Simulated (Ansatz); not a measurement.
Process, species as SMILES: [C-]#[S+] (C-S) + 3 [H][H] (H2) → C (CH4) + S (H2S)
B3LYP-D3(BJ)/def2-TZVP geometries, fixed; electronic energies without zero-point terms.

Basis-set convergence of the energy of full hydrogenation at HF with Ansatz (an electronic-structure program). Cartesian d functions, on some or all atoms, in 6-31+G*; all else is spherical. No added dispersion term, no relativity. Functions are those of the species that has most. Reference: the value in aug-cc-pV(Q+d)Z, -109.04 kcal/mol, itself unsure by roughly 0.19 kcal/mol (its mean distance from def2-QZVPPD, pcseg-3, def2-QZVPP). Deviations are taken from unrounded values.

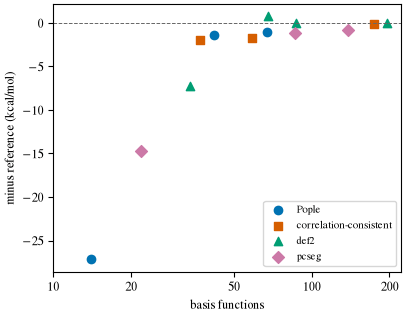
Deviation from the reference against the number of basis functions, by family of sets.

```
basis            functions  energy of full hydrogenation (kcal/mol)  minus reference (kcal/mol)
---------------  ---------  ---------------------------------------  --------------------------
STO-3G                  14                                  -136.21                      -27.17
pcseg-0                 22                                  -123.71                      -14.67
def2-SVP                34                                  -116.32                       -7.28
cc-pV(D+d)Z             37                                  -110.94                       -1.90
6-31+G*                 42                                  -110.41                       -1.37
aug-cc-pV(D+d)Z         59                                  -110.78                       -1.74
6-311++G(2d,2p)         67                                  -110.07                       -1.03
def2-TZVP               68                                  -108.26                        0.78
pcseg-2                 86                                  -110.17                       -1.13
def2-TZVPP              87                                  -109.02                        0.02
aug-pcseg-2            138                                  -109.81                       -0.77
cc-pV(Q+d)Z            175                                  -109.10                       -0.06
def2-QZVPPD            195                                  -109.05                       -0.02
```
